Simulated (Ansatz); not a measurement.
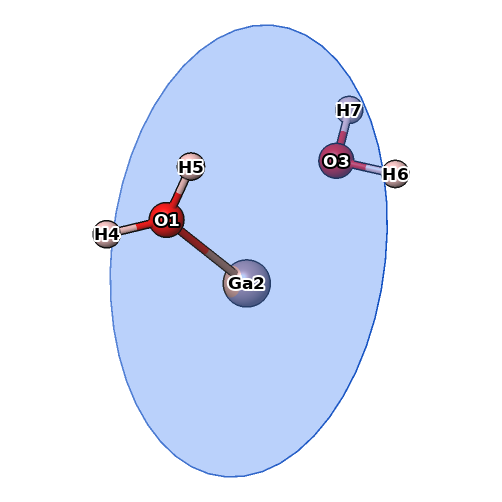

A disc through the centre of mass is drawn in. Depth is shown by fading: the farther an atom, the more it takes the colour of the background. State: charge +1, singlet. The computed structure is the end point of a PBE-D4/def2-SVP optimisation. No frequency run is at hand to confirm it as a minimum.

Is the plane of the disc a mirror plane of the structure?

Answer. No. The point group is Cs, with 1 mirror plane, and this plane isn't one of its mirror planes.
